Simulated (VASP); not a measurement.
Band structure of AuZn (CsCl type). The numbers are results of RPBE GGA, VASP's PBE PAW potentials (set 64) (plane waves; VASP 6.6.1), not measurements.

Unless said otherwise, spin-orbit coupling is left out, though it shifts the bands of the heavy elements here.

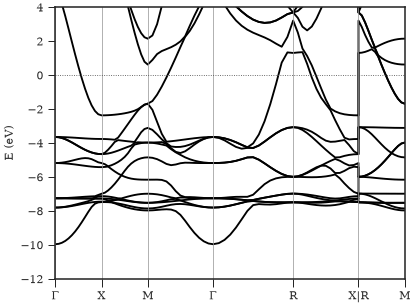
Bands along high-symmetry lines, zero at the valence-band maximum or, without a gap, the Fermi level

Task: Read the plot: is there a gap, and where are the band edges?

Result: It has no gap at this level: it comes out as a metal or semimetal. (Edges off the drawn lines would not show.)

The compound is AuZn in the CsCl type structure. It was relaxed first, which changed the volume by +7 %. The electron count is odd and the run is not spin-polarised, which forces a metal.
